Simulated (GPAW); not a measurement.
# Optical response of SrCl2

Wanted: where SrCl2 starts to absorb, how strongly, and its refractive index.

Main program and level: GPAW 26.7.0; DFT, LDA, plane-wave PAW (GPAW data sets), scalar-relativistic, RPA, optical limit.

### 1. The starting structure

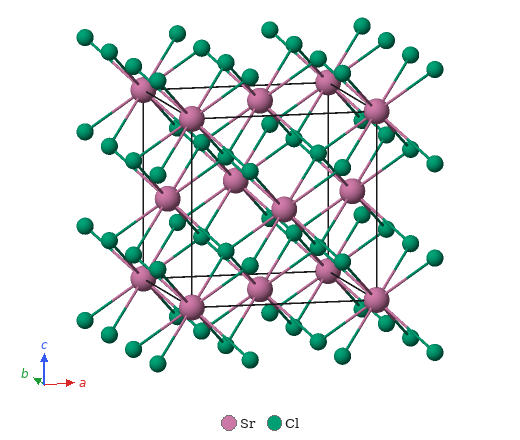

The cell as given, slightly off an axis (strontium pink, chlorine teal). This picture shows the conventional cell, with its axes. Some periodic images of atoms are drawn too.

Structure file:

```cif
data_structure
_symmetry_space_group_name_H-M 'P 1'
_symmetry_Int_Tables_number 1
_cell_length_a 4.9333
_cell_length_b 4.9333
_cell_length_c 4.9333
_cell_angle_alpha 60.000
_cell_angle_beta 60.000
_cell_angle_gamma 60.000
_cell_volume 84.90
loop_
_atom_site_label
_atom_site_type_symbol
_atom_site_fract_x
_atom_site_fract_y
_atom_site_fract_z
_atom_site_occupancy
Sr1 Sr 0.00000 0.00000 0.00000 1
Cl2 Cl 0.75000 0.75000 0.75000 1
Cl3 Cl 0.25000 0.25000 0.25000 1
```

### 2. Bands for the response

The response needs many more empty bands than the density does.

This step: DFT, LDA, plane-wave PAW (GPAW data sets), scalar-relativistic, bands at fixed density (GPAW 26.7.0).

Input file nscf.py:

```python
from ase.dft.bandgap import bandgap
from gpaw import GPAW, FermiDirac

calc = GPAW('gs.gpw').fixed_density(kpts={'size': (8, 8, 8), 'gamma': True}, nbands=59, convergence={'bands': 53},
                                    occupations=FermiDirac(0.001), txt='nscf.txt')
print('gap (eV)', bandgap(calc, output=None)[0])
print('direct gap (eV)', bandgap(calc, direct=True, output=None)[0])
print('top band over the Fermi level (eV)', min(calc.get_eigenvalues(kpt=k)[52] for k in range(len(calc.get_ibz_k_points()))) - calc.get_fermi_level())
calc.write('full.gpw', mode='all')
```

Started as:

```console
$ OMP_NUM_THREADS=1 python nscf.py
```

Numbers of over 12 decimals in the logs are rounded to 6 here.

What it wrote:

```text
Diagonalizing LCAO Hamiltonian
Converting LCAO to pw mode
convergence criteria:
- Maximum integral of absolute [eigenst]ate change: 4e-08 eV^2 / valence electron
maximum number of iterations: 150

SCF iterations
|iter     |      energy | eigst |  dens |
|iter:   1||             | +3.76 |       |
|iter:   2||             | +2.48 |       |
|iter:   3||             | +1.43 |       |
|iter:   4||             | +0.08 |       |
|iter:   5||             | -1.03 |       |
|iter:   6||             | -2.11 |       |
|iter:   7||             | -2.96 |       |
|iter:   8||             | -3.96 |       |
|iter:   9||             | -4.75 |       |
|iter:  10||             | -5.69 |       |
|iter:  11||             | -6.43 |       |
|iter:  12||             | -7.06 |       |
|iter:  13||             | -7.61c|       |
SCF steps: 13
  __  _  _
 | _ |_)|_||  |
 |__||  | ||/\| - 26.7.0

Versions:
  Python: 3.12.14
  ASE:    3.29.0
  Numpy:  2.5.5
  Scipy:  1.18.1
  Libxc:  7.0.0

Input parameters:
  mode=PW(ecut=500.0),
  convergence={'bands': 53},
  gpts=array([27, 27, 27]),
  kpts=MonkhorstPack(size=(8, 8, 8), gamma=True),
  maxiter=150,
  nbands=59,
  occupations=Occupations(name='fermi-dirac', width=0.001, fixmagmom=False),
  parallel={},
  xc=XC(name='LDA')

--- standard output ---
gap (eV) 4.882766
direct gap (eV) 5.167210
top band over the Fermi level (eV) 28.562207
```

Elapsed: 72 s, on 1 thread of Intel Xeon Platinum 8488C (Sapphire Rapids), shared host; peak memory 0.23 GiB.

Numbers from this step:

| Property | Result |
| --- | --- |
| gap on the k-mesh | 4.883 eV |
| direct gap on the mesh | 5.167 eV |

### 3. Dielectric function, RPA

Local fields let the induced charge screen the field inside the cell, which as a rule lowers ε, most along directions where the density is uneven.

This step: DFT, LDA, plane-wave PAW (GPAW data sets), scalar-relativistic, RPA, optical limit (GPAW 26.7.0).

Input file df.py:

```python
from gpaw.response.df import DielectricFunction

df = DielectricFunction('full.gpw', frequencies={'type': 'nonlinear', 'domega0': 0.03, 'omega2': 8},
                        ecut=30,
                        eta=0.2,
                        nbands=53,
                        txt='df.txt')
for direction in ['x']:
    df.get_dielectric_function(xc='RPA', direction=direction, filename=f'df_{direction}.csv')
```

Started as:

```console
$ OMP_NUM_THREADS=1 python df.py
```

What it wrote:

```text
Using integrator: PointIntegrator
NonLinearFrequencyDescriptor(from 0.000 to 65.392 eV, 498 points)
Nonperiodic BCs:  [False False False]
Using integrator: PointIntegrator
NonLinearFrequencyDescriptor(from 0.000 to 65.392 eV, 498 points)
Nonperiodic BCs:  [False False False]

Calculating chi0 body with:
    Ground state adapter containing:
    Number of spins: 1
    Number of kpoints: 512
    Number of irreducible kpoints: 29
    Number of completely occupied states: 12
    Number of partially occupied states: 12

    Linear response parametrization:
    q_c: [0.0, 0.0, 0.0]
    Number of frequency points: 498
    Planewave cutoff: 30.0
    Number of bands: 53
    Number of planewaves: 27
    Broadening (eta): 0.2

Integrating chi0 body.

Symmetries of q_c:
    Direct symmetries (Uq -> q): 48
    Indirect symmetries (TUq -> q): 0
In total 48 allowed symmetries.

29 groups of equivalent kpoints. 94.3359375% reduction.

Integral kind: spectral function

Calculating chi0 optical extensions with:
    Ground state adapter containing:
    Number of spins: 1
    Number of kpoints: 512
    Number of irreducible kpoints: 29
    Number of completely occupied states: 12
    Number of partially occupied states: 12

    Linear response parametrization:
    Number of frequency points: 498
    Planewave cutoff: 30.0
    Number of bands: 53
    Number of planewaves: 27
    Broadening (eta): 0.2
Integrating chi0 head and wings.

Symmetries of q_c:
    Direct symmetries (Uq -> q): 48
    Indirect symmetries (TUq -> q): 0
In total 48 allowed symmetries.

29 groups of equivalent kpoints. 94.3359375% reduction.

Integral kind: spectral function wings
```

Wall time 13 s (1 thread); peak memory 0.24 GiB.

Numbers from this step:

```
electronic dielectric constant ε∞, mean over x, y and z (by symmetry where fewer were run) : 2.876
main peak of Im epsilon, first axis                                                        : 7.368 eV
```

The Im ε, E ∥ x has structure finer than the step of the table below, so its rows give means over 2 eV, whole bins alone (the curve runs from 0 to 19.9 eV). Peaks (eV: height): 7.4: 4.87.

Values under the direct gap are tails of Lorentzian lines. Im ε, E ∥ x against photon energy; means over each step:

| photon energy (eV) | Im ε, E ∥ x |
| --- | --- |
| 2 | 0.0221 |
| 4 | 0.0865 |
| 6 | 1.30 |
| 8 | 3.87 |
| 10 | 2.27 |
| 12 | 1.49 |
| 14 | 1.14 |
| 16 | 1.14 |
| 18 | 0.880 |

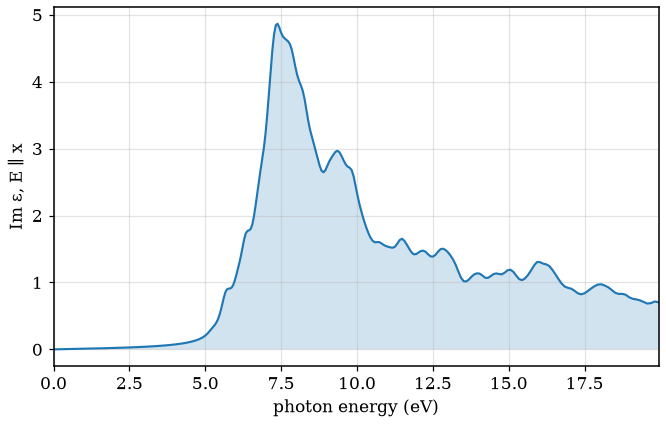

Im ε, E ∥ x, plotted against photon energy.

Re ε, E ∥ x against photon energy:

| photon energy (eV) | Re ε, E ∥ x |
| --- | --- |
| 0 | 2.88 |
| 1 | 2.90 |
| 2 | 2.97 |
| 3 | 3.12 |
| 4 | 3.39 |
| 5 | 3.96 |
| 6 | 4.74 |
| 7 | 5.22 |
| 8 | 1.60 |
| 9 | 1.29 |
| 10 | 0.222 |
| 11 | 0.733 |
| 12 | 0.809 |
| 13 | 0.614 |
| 14 | 0.806 |
| 15 | 0.841 |
| 16 | 0.779 |
| 17 | 0.582 |
| 18 | 0.686 |
| 19 | 0.592 |

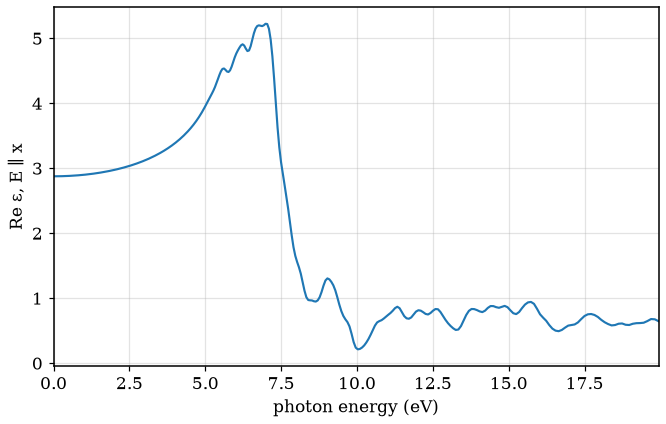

Re ε, E ∥ x against photon energy.

Table of refractive index n and extinction k by photon energy:

| photon energy (eV) | n | k |
| --- | --- | --- |
| 0 | 1.70 | 0 |
| 2 | 1.72 | 0.00613 |
| 4 | 1.84 | 0.0200 |
| 6 | 2.19 | 0.245 |
| 8 | 1.74 | 1.19 |
| 10 | 1.13 | 1.03 |
| 12 | 1.11 | 0.649 |
| 14 | 1.05 | 0.541 |
| 16 | 1.07 | 0.608 |
| 18 | 0.968 | 0.501 |

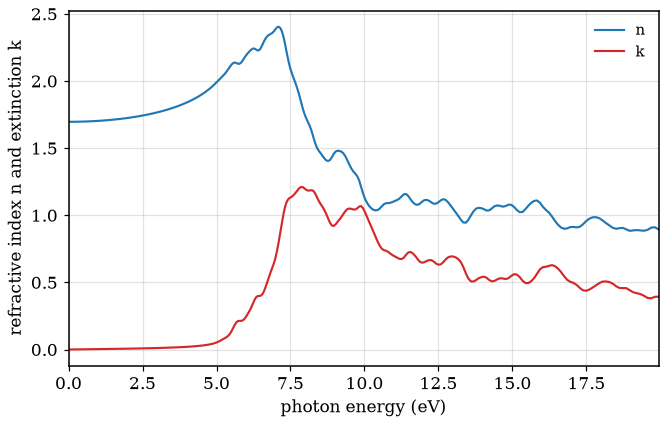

Refractive index n and extinction k, plotted against photon energy.

The loss function −Im 1/ε at q → 0, E ∥ x has structure finer than the step of the table below, so its rows give means over 1 eV, whole bins alone (the curve runs from 0 to 19.9 eV). Peaks (eV: height): 13.4: 0.727, 16.7: 0.802, 19.0: 0.819.

Values under the direct gap are tails of Lorentzian lines. The loss function −Im 1/ε at q → 0, E ∥ x by energy loss; means over each step:

| energy loss (eV) | loss function −Im 1/ε at q → 0, E ∥ x |
| --- | --- |
| 1 | 0.00113 |
| 2 | 0.00240 |
| 3 | 0.00401 |
| 4 | 0.00652 |
| 5 | 0.0148 |
| 6 | 0.0494 |
| 7 | 0.0943 |
| 8 | 0.211 |
| 9 | 0.305 |
| 10 | 0.435 |
| 11 | 0.523 |
| 12 | 0.537 |
| 13 | 0.604 |
| 14 | 0.593 |
| 15 | 0.574 |
| 16 | 0.586 |
| 17 | 0.767 |
| 18 | 0.706 |
| 19 | 0.798 |

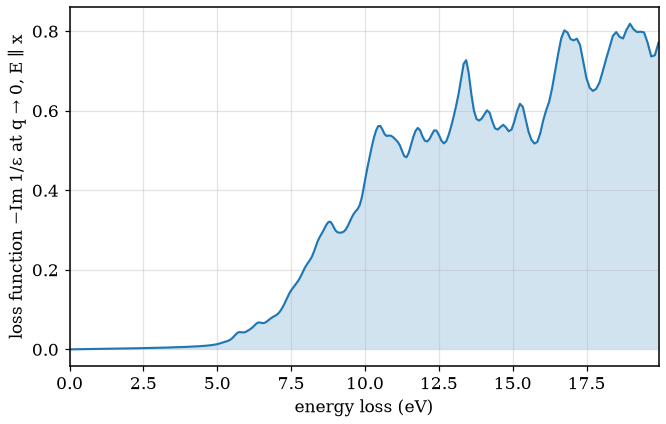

Loss function −Im 1/ε at q → 0, E ∥ x against energy loss.

The reflectivity at normal incidence, E ∥ x has structure finer than the step of the table below, so its rows give means over 1 eV, whole bins alone (the curve runs from 0 to 19.9 eV). Peaks (eV: height): 7.3: 23.3, 9.9: 19.7, 16.4: 9.18.

The reflectivity at normal incidence, E ∥ x by photon energy; means over each step:

| photon energy (eV) | reflectivity at normal incidence, E ∥ x (%) |
| --- | --- |
| 1 | 6.77 |
| 2 | 7.08 |
| 3 | 7.69 |
| 4 | 8.80 |
| 5 | 11.1 |
| 6 | 14.5 |
| 7 | 20.2 |
| 8 | 21.9 |
| 9 | 17.1 |
| 10 | 17.6 |
| 11 | 10.5 |
| 12 | 9.47 |
| 13 | 9.40 |
| 14 | 6.20 |
| 15 | 6.36 |
| 16 | 7.63 |
| 17 | 6.80 |
| 18 | 5.86 |
| 19 | 5.35 |

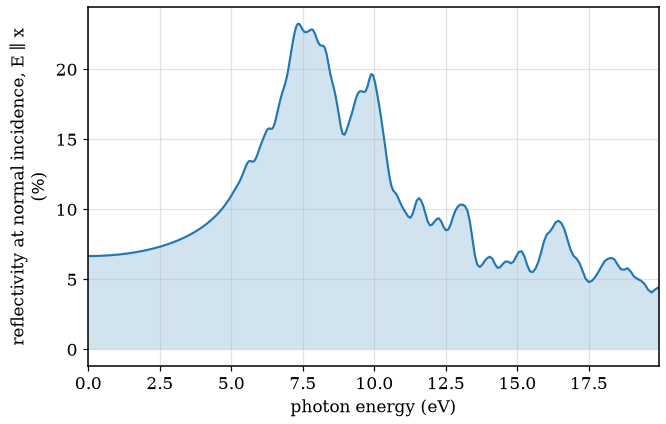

Reflectivity at normal incidence, E ∥ x, plotted against photon energy.

Optical constants at common wavelengths, from n + ik = √ε:

| wavelength (nm) | n | k | R (%) | 1/α |
| --- | --- | --- | --- | --- |
| 1550 | 1.70 | 0.002 | 6.7 | 56 µm |
| 1064 | 1.71 | 0.003 | 6.8 | 26 µm |
| 800 | 1.71 | 0.005 | 6.9 | 14 µm |
| 633 | 1.72 | 0.006 | 7.1 | 8.4 µm |
| 532 | 1.74 | 0.007 | 7.2 | 5.7 µm |
| 308 | 1.84 | 0.020 | 8.8 | 1.2 µm |
| 193 | 2.23 | 0.398 | 15.8 | 39 nm |

Below the direct gap, k and the depth come from the tails of the Lorentzian lines, not from transitions.

Rows near the edge hang on the gap, which this functional as a rule makes too small, and phonon-assisted absorption is left out.

### 4. Summary of results

| Item | Value |
| --- | --- |
| electronic dielectric constant ε∞, mean over x, y and z (by symmetry where fewer were run) (RPA) | 2.88 |
| main peak of Im epsilon, first axis | 7.37 eV |

At this level (LDA, RPA) SrCl2 has ε∞ = 2.88 and n = 1.70 at 1550 nm, and Im ε peaks at 7.4 eV. On the mesh the gap is 4.88 eV and the least direct gap 5.17 eV, so on this mesh the band edges lie at different points. Local fields change the static value along x from 3.35 to 2.88 (-14 %). Distinct maxima of Im ε, read by a parabola through the highest points, lie at 7.37 eV (4.9), 9.35 eV (3.0) and 15.98 eV (1.3). Excitons and phonon-assisted transitions are missing; LDA gaps are as a rule too small, which pulls the onset down and ε∞ up. The sum runs over mesh points, so small or evenly spaced maxima can still be ripples of the mesh.

[Machine, clock and banner lines and Python warnings are left out of the logs.]

[Logs are printed without paths, hosts, clocks, repeated set-up lines and the standing remarks that a program may print on its own settings, such as how far it seeks lower states.]

[Hosts, paths, dates, database ids (printed as entryN), source tags and the programs' standing remarks are cut or masked in the printed files.]
